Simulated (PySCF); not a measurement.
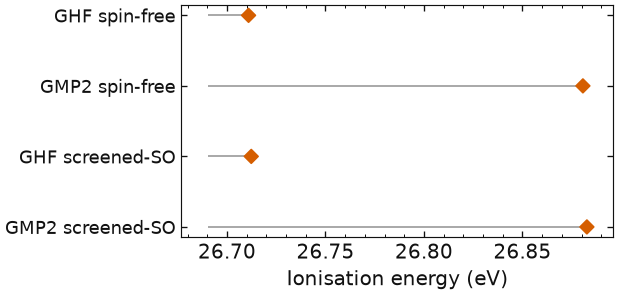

The ionisation energy of an atom or ion with 47 electrons in the configuration [Kr] 4d¹⁰ 5s₁/₂ by several methods. PySCF, x2c-SVPall-2c, two-component X2C-1e. 28 core electrons frozen.

Question: Name the element and charge.

Answer: In²⁺ (indium, Z = 49). The values run from 26.711 eV (GHF spin-free) to 26.883 eV (GMP2 screened-SO). The measured value is 28.044 eV, off the plot; all methods lie below it by about 1.2 eV, far more than they differ, so the miss comes from what they share, the basis first of all.
